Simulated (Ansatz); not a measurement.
# Molecular dynamics, with input and output: SiH$_{2}$O$_{2}$ (part 3 of 3)

SiH$_{2}$O$_{2}$; RKS B3LYP/def2-SVP (Ansatz 0.2.0). It belongs to a series of runs on one base structure; here: dynamics from the highest image of the converged band.

Geometry of the input (Å):
```
O  -1.4042  -0.2318  -0.1649
Si 0.1720  -0.3415  0.2952
O  1.3404  0.6063  -0.1945
H  -1.6514  0.4705  -0.7905
H  1.5931  -0.5771  0.8132
```

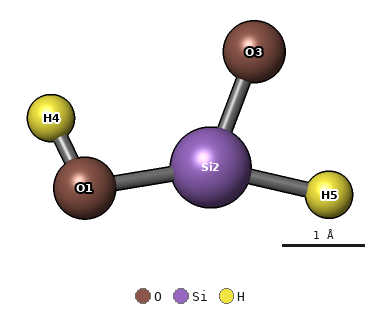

Figure 1. The geometry at step 114 of the log (ball-and-stick view, seen on its broad side; atoms are numbered from 1 in the order of the input).

## Trajectory as extended XYZ, continued
```
5
Properties=species:S:1:pos:R:3:forces:R:3 step=23 time_fs=11.5 energy=-11997.78902 temperature=609.8
O    -1.4088   -0.2511   -0.1576    0.1602  -0.4184   0.4408
Si    0.1775   -0.3259    0.2796    0.9709   0.7245  -0.3700
O     1.3440    0.5996   -0.1948   -0.5084   0.6045  -0.7252
H    -1.6245    0.5402   -0.6697   -0.1023   0.1960  -0.2003
H     1.4285   -0.6691    1.0162   -0.5204  -1.1065   0.8547
5
Properties=species:S:1:pos:R:3:forces:R:3 step=29 time_fs=14.5 energy=-11998.29598 temperature=1916.7
O    -1.4096   -0.2573   -0.1535    0.1736  -0.2190   0.3972
Si    0.1843   -0.3199    0.2752    2.1245   1.3376  -0.3775
O     1.3421    0.6047   -0.2018   -0.9390   0.4289  -0.8031
H    -1.6295    0.5563   -0.6497    0.1037  -0.2900   0.1124
H     1.2867   -0.8340    1.1672   -1.4627  -1.2575   0.6709
5
Properties=species:S:1:pos:R:3:forces:R:3 step=34 time_fs=17.0 energy=-11998.97130 temperature=3653.7
O    -1.4095   -0.2636   -0.1484    0.4794  -0.3466   0.5486
Si    0.1948   -0.3120    0.2707    2.3513   0.7563   0.5009
O     1.3369    0.6108   -0.2110   -0.8290   0.2627  -0.6768
H    -1.6290    0.5555   -0.6288    0.0623  -0.2114   0.0260
H     1.0771   -1.0497    1.3340   -2.0640  -0.4610  -0.3987
5
Properties=species:S:1:pos:R:3:forces:R:3 step=40 time_fs=20.0 energy=-11999.47207 temperature=4942.7
O    -1.4067   -0.2729   -0.1394    1.0038  -0.4384   0.6552
Si    0.2133   -0.3010    0.2671    0.4714  -1.1826   1.9036
O     1.3269    0.6195   -0.2252   -0.0170   0.3018  -0.4408
H    -1.6255    0.5425   -0.6050   -0.1595   0.1877  -0.2910
H     0.6718   -1.3343    1.4947   -1.2987   1.1316  -1.8270
5
Properties=species:S:1:pos:R:3:forces:R:3 step=46 time_fs=23.0 energy=-11999.35504 temperature=4642.6
O    -1.3988   -0.2840   -0.1273    1.0057   0.5797   0.0476
Si    0.2331   -0.2934    0.2691   -2.1581  -2.6576   2.3836
O     1.3168    0.6298   -0.2418    0.7695   0.4659  -0.2883
H    -1.6332    0.5369   -0.6011   -0.0905  -0.3435  -0.0615
H     0.1618   -1.5275    1.5070    0.4735   1.9554  -2.0814
5
Properties=species:S:1:pos:R:3:forces:R:3 step=51 time_fs=25.5 energy=-11999.01585 temperature=3768.9
O    -1.3880   -0.2913   -0.1168    0.7734   1.0800  -0.3605
Si    0.2450   -0.2931    0.2762   -3.3717  -2.8057   1.9204
O     1.3112    0.6403   -0.2569    0.8672   0.2932  -0.0445
H    -1.6465    0.5148   -0.6045   -0.1387  -0.3294  -0.1083
H    -0.2394   -1.5660    1.3842    1.8698   1.7619  -1.4072
5
Properties=species:S:1:pos:R:3:forces:R:3 step=57 time_fs=28.5 energy=-11998.50839 temperature=2460.5
O    -1.3715   -0.2947   -0.1060    0.0713   1.4017  -0.8622
Si    0.2501   -0.3002    0.2899   -2.7492  -1.6569   0.6632
O     1.3085    0.6539   -0.2750    0.2434  -0.3954   0.4662
H    -1.6758    0.4675   -0.6202   -0.3679   0.1230  -0.3865
H    -0.5713   -1.4821    1.1353    2.8024   0.5276   0.1192
5
Properties=species:S:1:pos:R:3:forces:R:3 step=63 time_fs=31.5 energy=-11997.95736 temperature=1041.9
O    -1.3550   -0.2900   -0.1003   -1.4450   2.4403  -1.9488
Si    0.2473   -0.3122    0.3056   -0.0906   0.6641  -0.9060
O     1.3070    0.6654   -0.2906   -0.6218  -1.2120   1.0057
H    -1.7330    0.4229   -0.6631   -0.1492  -0.2723   0.0181
H    -0.6724   -1.3595    0.8981    2.3067  -1.6201   1.8309
5
Properties=species:S:1:pos:R:3:forces:R:3 step=69 time_fs=34.5 energy=-11997.97056 temperature=1079.8
O    -1.3460   -0.2727   -0.1046   -1.9933   2.1667  -1.8188
Si    0.2439   -0.3222    0.3185    1.2247   2.6529  -2.2029
O     1.3023    0.6704   -0.3007   -0.9864  -1.7424   1.4089
H    -1.8017    0.3588   -0.7062    0.2390  -0.2070   0.2285
H    -0.5779   -1.3721    0.8110    1.5160  -2.8702   2.3843
5
Properties=species:S:1:pos:R:3:forces:R:3 step=74 time_fs=37.0 energy=-11998.76755 temperature=3125.0
O    -1.3461   -0.2496   -0.1154   -0.7664   0.4567  -0.2932
Si    0.2433   -0.3249    0.3244   -0.4976   1.5112  -2.1281
O     1.2945    0.6676   -0.3035   -0.8236  -1.7379   1.5005
H    -1.8466    0.2940   -0.7305    0.1780   0.4820  -0.1923
H    -0.3912   -1.5521    0.8860    1.9096  -0.7119   1.1131
5
Properties=species:S:1:pos:R:3:forces:R:3 step=80 time_fs=40.0 energy=-11999.17231 temperature=4169.9
O    -1.3499   -0.2198   -0.1297    0.1943  -0.6594   0.7254
Si    0.2413   -0.3245    0.3258   -1.3994  -0.8144  -1.2188
O     1.2813    0.6559   -0.2996   -0.3363  -1.1755   1.2114
H    -1.8849    0.2511   -0.7727    0.4138   0.4650  -0.1032
H    -0.0253   -1.8083    1.0545    1.1275   2.1843  -0.6148
5
Properties=species:S:1:pos:R:3:forces:R:3 step=86 time_fs=43.0 energy=-11998.98454 temperature=3689.3
O    -1.3531   -0.1931   -0.1405    0.2228  -0.9366   0.8824
Si    0.2352   -0.3262    0.3233   -0.8249  -1.6906  -0.5328
O     1.2663    0.6379   -0.2892    0.3021  -0.3324   0.6698
H    -1.8864    0.2460   -0.8213    0.7483   0.1195   0.2657
H     0.4326   -1.8933    1.1781   -0.4484   2.8401  -1.2850
5
Properties=species:S:1:pos:R:3:forces:R:3 step=91 time_fs=45.5 energy=-11998.88506 temperature=3433.0
O    -1.3548   -0.1748   -0.1456    0.5262  -1.4621   1.5561
Si    0.2282   -0.3315    0.3198   -0.0954  -1.6722  -0.1809
O     1.2549    0.6213   -0.2776    0.7831   0.3996   0.1567
H    -1.8425    0.2532   -0.8494    0.3724   0.3480  -0.2352
H     0.7914   -1.7826    1.2007   -1.5863   2.3867  -1.2967
5
Properties=species:S:1:pos:R:3:forces:R:3 step=97 time_fs=48.5 energy=-11998.87864 temperature=3413.7
O    -1.3545   -0.1600   -0.1444   -0.0154  -1.4589   1.3356
Si    0.2196   -0.3422    0.3151    0.6746  -0.7132  -0.2086
O     1.2452    0.6037   -0.2631    1.1455   1.2042  -0.4871
H    -1.7574    0.2866   -0.8979    0.5082   0.1287  -0.0018
H     1.0949   -1.4712    1.1302   -2.3129   0.8391  -0.6381
5
Properties=species:S:1:pos:R:3:forces:R:3 step=103 time_fs=51.5 energy=-11998.47388 temperature=2370.5
O    -1.3543   -0.1529   -0.1362   -0.6484  -1.0546   0.5192
Si    0.2127   -0.3548    0.3095   -0.4898   1.3695  -1.2905
O     1.2416    0.5924   -0.2513    1.3090   1.7976  -1.1306
H    -1.6292    0.3298   -0.9438    0.6042  -0.2511   0.5903
H     1.2154   -1.0972    1.0145   -0.7749  -1.8614   1.3117
5
Properties=species:S:1:pos:R:3:forces:R:3 step=109 time_fs=54.5 energy=-11998.00163 temperature=1158.5
O    -1.3574   -0.1517   -0.1247   -0.7443  -0.9951   0.4468
Si    0.2041   -0.3637    0.3001   -1.1808   1.6502  -1.4625
O     1.2449    0.5907   -0.2455    1.1474   1.7700  -1.4469
H    -1.4536    0.3573   -0.9479    0.1174   0.0422   0.1533
H     1.2728   -0.8676    1.0068    0.6603  -2.4673   2.3094
5
Properties=species:S:1:pos:R:3:forces:R:3 step=114 time_fs=57.0 energy=-11998.11735 temperature=1451.5
O    -1.3630   -0.1548   -0.1135   -0.8186  -0.5561  -0.1974
Si    0.1949   -0.3673    0.2891    1.9679   0.7203   0.4213
O     1.2524    0.5965   -0.2465    0.4886   1.1491  -1.3117
H    -1.2975    0.3796   -0.9359   -0.3255  -0.0350   0.3105
H     1.3450   -0.8318    1.1391   -1.3124  -1.2784   0.7773
5
Properties=species:S:1:pos:R:3:forces:R:3 step=120 time_fs=60.0 energy=-11998.11113 temperature=1439.1
O    -1.3735   -0.1610   -0.1012   -0.3381  -0.0723  -0.8191
Si    0.1896   -0.3695    0.2772    4.3795   0.5497   1.9454
O     1.2634    0.6087   -0.2540   -0.5088   0.1899  -0.9768
H    -1.1403    0.4021   -0.8954   -1.0415  -0.1489   0.4570
H     1.3286   -0.8899    1.3556   -2.4911  -0.5184  -0.6066
5
Properties=species:S:1:pos:R:3:forces:R:3 step=126 time_fs=63.0 energy=-11998.45838 temperature=2334.5
O    -1.3858   -0.1680   -0.0928    0.4078  -0.3522  -0.2982
Si    0.1972   -0.3700    0.2711    4.3005   0.5867   2.5876
O     1.2719    0.6222   -0.2669   -1.0435  -0.5505  -0.6079
H    -1.0698    0.4174   -0.8235   -1.3860   0.4016  -0.3608
H     1.1068   -0.9946    1.5241   -2.2788  -0.0856  -1.3207
5
Properties=species:S:1:pos:R:3:forces:R:3 step=131 time_fs=65.5 energy=-11999.07554 temperature=3922.8
O    -1.3945   -0.1752   -0.0873    1.1300  -0.4078  -0.1013
Si    0.2134   -0.3689    0.2719    2.5537   0.7253   2.3022
O     1.2749    0.6313   -0.2802   -0.9754  -0.9237  -0.2614
H    -1.1001    0.4524   -0.7812   -1.3539   0.4843  -0.5257
H     0.7739   -1.0896    1.5822   -1.3544   0.1219  -1.4138
5
Properties=species:S:1:pos:R:3:forces:R:3 step=137 time_fs=68.5 energy=-11999.57907 temperature=5218.6
O    -1.3991   -0.1852   -0.0817    1.8022   0.4705  -0.7948
Si    0.2395   -0.3656    0.2791   -0.5279   1.0144   1.0899
O     1.2739    0.6377   -0.2973   -0.4303  -1.0682   0.1577
H    -1.2415    0.5231   -0.7626   -1.0507  -0.4474   0.3256
H     0.2767   -1.1962    1.5469    0.2067   0.0307  -0.7784
5
Properties=species:S:1:pos:R:3:forces:R:3 step=143 time_fs=71.5 energy=-11999.30813 temperature=4521.5
O    -1.3944   -0.1930   -0.0801    1.4674   0.9557  -0.9702
Si    0.2642   -0.3593    0.2899   -3.1048   0.4253   0.6323
O     1.2707    0.6384   -0.3137    0.2882  -0.8580   0.4020
H    -1.4695    0.5606   -0.7219   -0.2729  -0.7611   0.4890
H    -0.2041   -1.2972    1.4401    1.6221   0.2381  -0.5531
5
Properties=species:S:1:pos:R:3:forces:R:3 step=149 time_fs=74.5 energy=-11998.59888 temperature=2696.5
O    -1.3819   -0.1958   -0.0836    0.6613   0.8463  -0.6211
Si    0.2795   -0.3517    0.3026   -4.3278  -0.2531   0.2633
O     1.2689    0.6346   -0.3279    0.7700  -0.5533   0.4772
H    -1.7226    0.5376   -0.6428    0.3752  -0.4501   0.1852
H    -0.5487   -1.3783    1.2867    2.5213   0.4101  -0.3045
5
Properties=species:S:1:pos:R:3:forces:R:3 step=154 time_fs=77.0 energy=-11998.18241 temperature=1623.6
O    -1.3687   -0.1946   -0.0891   -0.3370   0.9902  -0.5462
Si    0.2824   -0.3459    0.3139   -4.0318  -0.2653  -0.3037
O     1.2704    0.6290   -0.3378    0.8024  -0.5039   0.5785
H    -1.9105    0.4858   -0.5621    0.9456  -0.5041   0.2174
H    -0.6756   -1.4204    1.1381    2.6207   0.2830   0.0539
5
Properties=species:S:1:pos:R:3:forces:R:3 step=160 time_fs=80.0 energy=-11998.14842 temperature=1535.2
O    -1.3546   -0.1884   -0.0984   -0.8296   0.6667  -0.1611
Si    0.2748   -0.3394    0.3263   -2.9368   0.4225  -1.2861
O     1.2760    0.6195   -0.3467    0.5272  -0.7293   0.8630
H    -2.0630    0.3880   -0.4507    0.9612  -0.0253  -0.0761
H    -0.6240   -1.4527    0.9674    2.2780  -0.3346   0.6603
5
Properties=species:S:1:pos:R:3:forces:R:3 step=166 time_fs=83.0 energy=-11998.50006 temperature=2442.9
O    -1.3442   -0.1787   -0.1084   -0.0027  -0.0143   0.4103
Si    0.2581   -0.3314    0.3347   -1.8732   1.8186  -2.5466
O     1.2845    0.6062   -0.3509    0.1885  -0.9698   1.2023
H    -2.1404    0.2900   -0.3459    0.1517   0.6321  -0.3325
H    -0.3797   -1.5189    0.8542    1.5357  -1.4666   1.2665
5
Properties=species:S:1:pos:R:3:forces:R:3 step=171 time_fs=85.5 energy=-11999.06176 temperature=3885.7
O    -1.3361   -0.1704   -0.1153   -0.1476  -0.1578   0.5449
Si    0.2395   -0.3209    0.3360   -1.4368   1.1486  -2.5426
O     1.2924    0.5911   -0.3495   -0.0407  -0.8581   1.2877
H    -2.1862    0.2435   -0.2773    0.4563   0.3540  -0.0574
H    -0.0701   -1.6567    0.8361    1.1688  -0.4867   0.7674
5
Properties=species:S:1:pos:R:3:forces:R:3 step=177 time_fs=88.5 energy=-11999.20003 temperature=4241.3
O    -1.3273   -0.1614   -0.1209   -0.5339  -0.4083   0.4892
Si    0.2136   -0.3059    0.3308    0.5593  -1.4368  -1.3784
O     1.3017    0.5691   -0.3416   -0.2198  -0.3927   1.0640
H    -2.2062    0.2150   -0.1995    0.3728   0.1483   0.1076
H     0.3836   -1.8392    0.8673   -0.1784   2.0895  -0.2824
5
Properties=species:S:1:pos:R:3:forces:R:3 step=183 time_fs=91.5 energy=-11998.68651 temperature=2921.9
O    -1.3214   -0.1545   -0.1240   -0.8833  -0.6522   0.2005
Si    0.1896   -0.2948    0.3212    3.1163  -2.1729  -0.5210
O     1.3098    0.5449   -0.3280   -0.2448   0.1609   0.6626
H    -2.2002    0.2019   -0.1132   -0.3143   0.2368   0.1559
H     0.8217   -1.8600    0.8808   -1.6739   2.4274  -0.4980
5
Properties=species:S:1:pos:R:3:forces:R:3 step=189 time_fs=94.5 energy=-11998.38183 temperature=2136.9
O    -1.3209   -0.1509   -0.1260   -2.3685  -0.3268  -0.0312
Si    0.1750   -0.2902    0.3100    4.5254  -2.0064   0.0851
O     1.3168    0.5216   -0.3109   -0.0160   0.8305   0.1072
H    -2.2086    0.2049   -0.0140    0.3365  -0.1219   0.1295
H     1.1206   -1.6789    0.8541   -2.4773   1.6246  -0.2906
5
Properties=species:S:1:pos:R:3:forces:R:3 step=194 time_fs=97.0 energy=-11998.41312 temperature=2214.2
O    -1.3295   -0.1495   -0.1276   -2.1593  -0.3617  -0.0629
Si    0.1730   -0.2911    0.3007    3.9031  -1.3208   0.2440
O     1.3225    0.5056   -0.2960    0.4265   1.5248  -0.5205
H    -2.2004    0.2026    0.0775    0.1995  -0.1023   0.1282
H     1.2123   -1.4206    0.8131   -2.3698   0.2600   0.2112
5
Properties=species:S:1:pos:R:3:forces:R:3 step=200 time_fs=100.0 energy=-11998.12916 temperature=1482.5
O    -1.3498   -0.1496   -0.1300   -0.9463  -0.5070  -0.0344
Si    0.1806   -0.2952    0.2899   -0.3406   1.3173  -0.9632
O     1.3317    0.4941   -0.2811    1.0412   2.2441  -1.3118
H    -2.1793    0.1937    0.1991   -0.1475   0.0258   0.2349
H     1.1570   -1.1122    0.7930    0.3932  -3.0802   2.0745
```
